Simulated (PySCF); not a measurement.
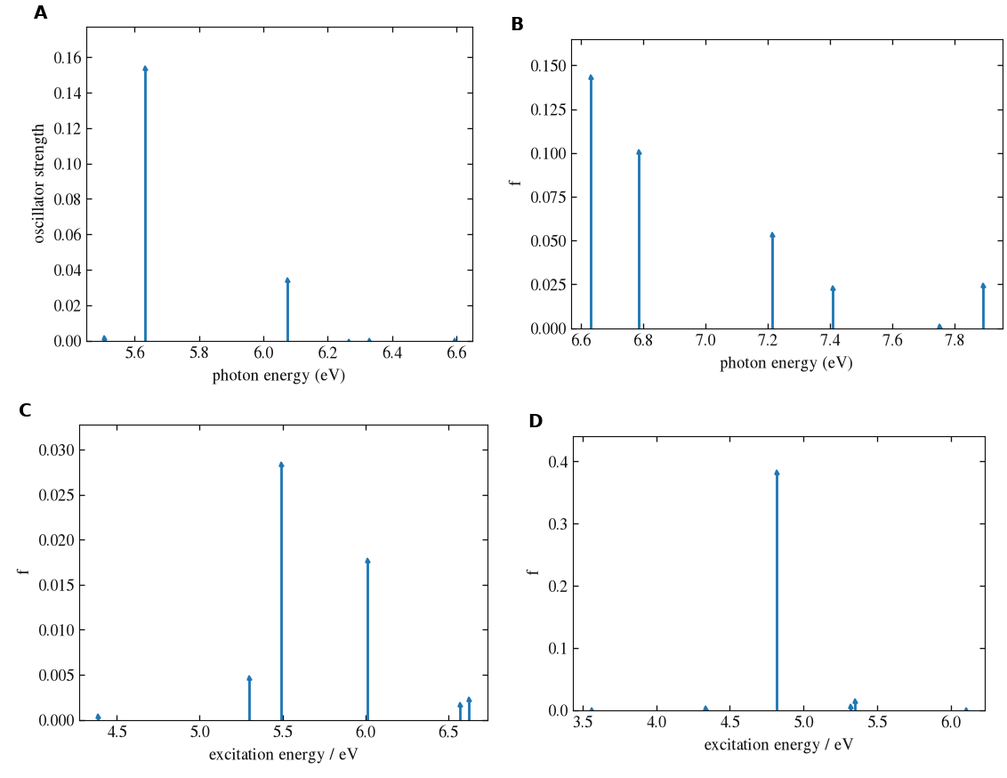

Vertical TDDFT excitations, PBE0/def2-SVPD, PySCF, at a GFN2-xTB geometry (no frequency check), gas phase. Each panel shows the lowest singlet states that were computed.

Pair each panel with its molecule.
1. C₆H₈F₂, SMILES C=C1CC[C@@]1(F)CF
2. C₆H₅ClO, SMILES C=C(C#CC=O)CCl
3. C₄H₇F₄Si⁺, SMILES C[Si+](CF)CC(F)(F)F
4. C₃H₄BNO₂S, SMILES OB(O)c1cnsc1

A: 4 (S1 at 5.50 eV, brightest at 5.63 eV)
B: 1 (S1 at 6.63 eV, brightest at 6.63 eV)
C: 3 (S1 at 4.38 eV, brightest at 5.49 eV)
D: 2 (S1 at 3.56 eV, brightest at 4.82 eV)

Caveats, for all or some of the runs: core orbitals are frozen in the response; one conformer of a flexible molecule; states above the negative HOMO energy depend on the basis; the tight-binding geometry is rougher than a DFT one and adds to the error.
